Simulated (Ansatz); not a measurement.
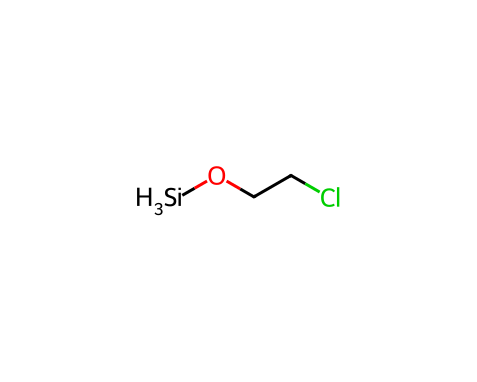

Skeletal drawing of a molecule.

> Write the SMILES.

[SiH3]OCCCl

> Give the formula, hydrogens included.

C2H7ClOSi.

> An optimisation with PBE0-D4/def2-TZVP gave a structure of which point group?

Cs. Other conformers may differ.

The parts below concern this one geometry. Atoms keep their numbers from picture to picture. The geometry was computed by an optimisation with PBE0-D4/def2-TZVP. No frequency run is at hand to confirm it as a minimum.

### Geometry

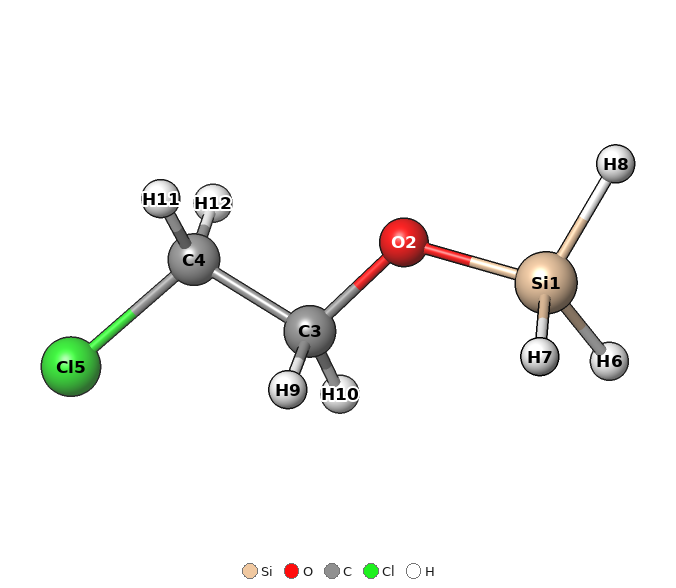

Atoms carry their numbers in the input. No frequency run is at hand to confirm it as a minimum.

List the bonds and their lengths.

| bond | length (Å) | order |
| --- | --- | --- |
| Si1–O2 | 1.647 | single |
| Si1–H6 | 1.489 | single |
| Si1–H7 | 1.489 | single |
| Si1–H8 | 1.480 | single |
| O2–C3 | 1.409 | single |
| C3–C4 | 1.510 | single |
| C3–H9 | 1.097 | single |
| C3–H10 | 1.097 | single |
| C4–Cl5 | 1.777 | single |
| C4–H11 | 1.089 | single |
| C4–H12 | 1.089 | single |

### Dipole moment

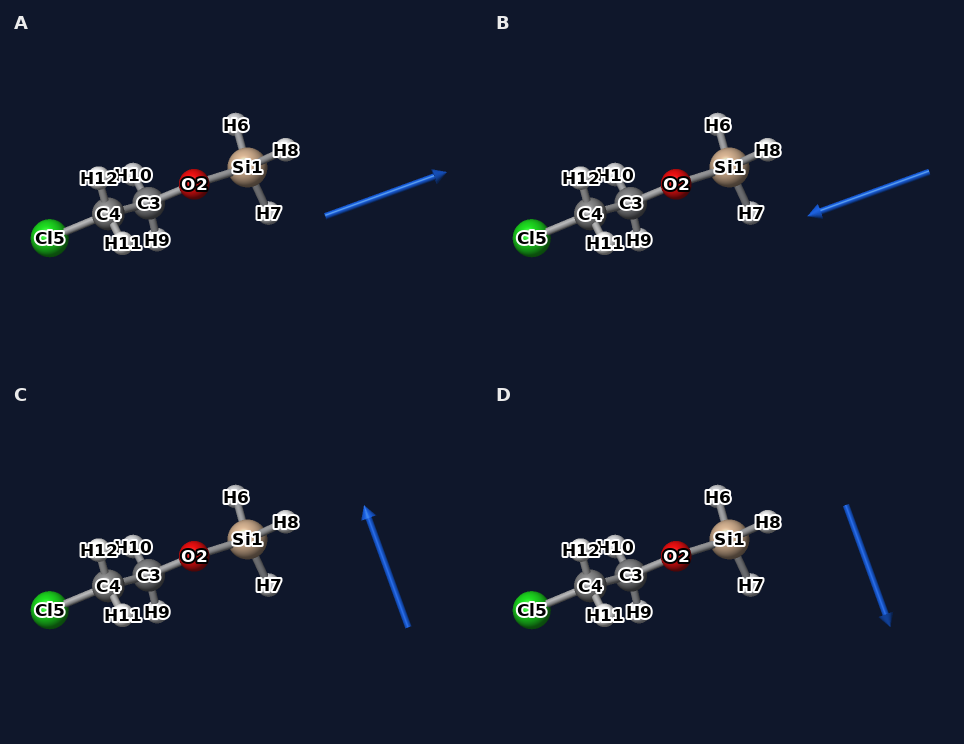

The same molecule four times, each with an arrow. No frequency run is at hand to confirm it as a minimum. Method: RKS ωB97M-V/def2-TZVPP (Ansatz 0.2.0).

> Which arrow points along the dipole moment, from the negative to the positive end?

A. The dipole moment is 1.13 D; it points from the side of Cl5 to the side of H8 (the outermost atoms at the two ends).

### Electronic properties

No frequency run is at hand to confirm it as a minimum. Method: RKS PBE0-D4/def2-TZVPP (Ansatz 0.2.0).

> What is the HOMO energy (Kohn–Sham orbital)?

−8.46 eV.

> Give the dispersion correction at this level.

−19.9 kJ/mol.

> Give the LUMO energy (Kohn–Sham orbital) at this level.

−0.03 eV.

### Charges

The questions are on Mulliken charges. No frequency run is at hand to confirm it as a minimum. Properties computed with RKS r2SCAN-D4/def2-TZVPP (Ansatz 0.2.0).

> Which atom carries the highest charge (most positive or least negative)?

Si1 (0.44 e).

> And the lowest?

O2 (−0.40 e).

List the Mulliken charges.

```csv
atom,value (e)
Si1,0.44
O2,−0.40
C3,0.09
C4,0.02
Cl5,−0.17
H6,−0.08
H7,−0.08
H8,−0.07
H9,0.06
H10,0.06
H11,0.07
H12,0.07
```

Mulliken values depend strongly on the basis set and can even reverse the polarity of a bond.
